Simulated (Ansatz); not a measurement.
Input

```
crystal:
  periodic: [false, false, false]
  atoms:
    - {symbol: Si, position_ang: [-0.024210, -0.390529, 1.580679]}
    - {symbol: Si, position_ang: [-0.462586, 0.956477, -1.670351]}
    - {symbol: Cl, position_ang: [1.018467, -1.047272, -0.089644]}
    - {symbol: Cl, position_ang: [-1.078482, -0.446569, -3.083964]}
    - {symbol: Cl, position_ang: [1.269499, 1.701423, -2.559495]}
    - {symbol: H, position_ang: [-1.465124, -0.596816, 1.325334]}
    - {symbol: H, position_ang: [0.295586, 1.038093, 1.782276]}
    - {symbol: H, position_ang: [0.446851, -1.214906, 2.715265]}
basis:
  gaussian: {orbitals: def2-TZVPP}
hamiltonian: {xc: pbe0, dispersion: d4}
output: {orbitals: {seedname: orbitals}}
```

Launched as:

```sh
ansatz run in.yaml --threads 8 --pin off --events-out ev --progress --plain --max-ram 19148MiB
```

The product side of a reaction path; geometry: PBE0-D4/def2-TZVP; a saddle point, not a minimum.

Method: Ansatz 0.2.0, RKS PBE0-D4/def2-TZVPP.

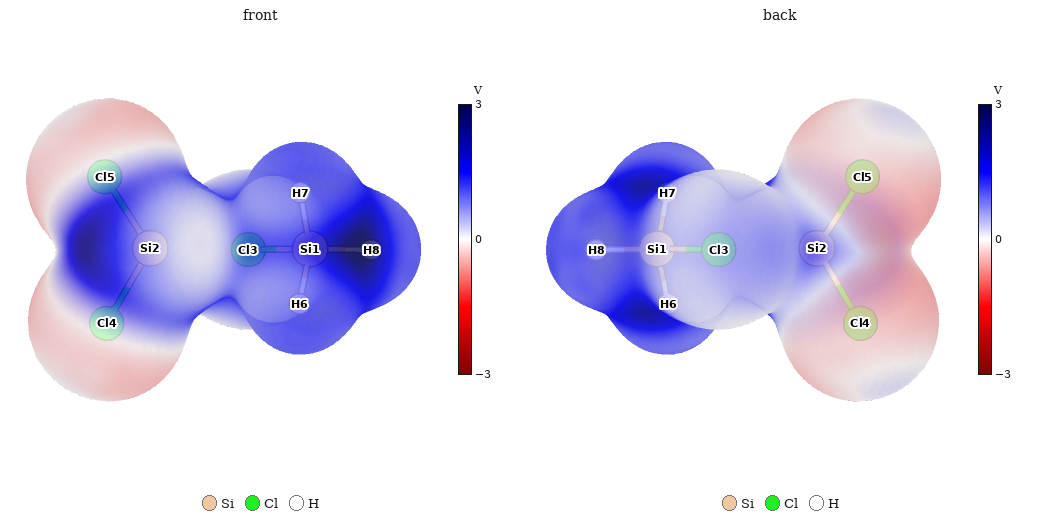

ClH$_{3}$Si···Cl$_{2}$Si. The electrostatic potential painted on the density surface at 0.004 e/bohr³, seen from the front and from behind; the colour scale runs from red (negative) to blue (positive).

Q: Where is the surface potential most negative and most positive?

A: The most negative region (about −0.5 V) lies over Cl4 and Cl5, the most positive (about +2.9 V) over Si1. Cl3 shows a σ-hole: about +0.7 V at the tip opposite its bond, against about +0.2 V on its flanks. Cl4 shows a σ-hole: about +0.2 V at the tip opposite its bond, against about −0.3 V on its flanks. Cl5 shows a σ-hole: about +0.2 V at the tip opposite its bond, against about −0.3 V on its flanks.
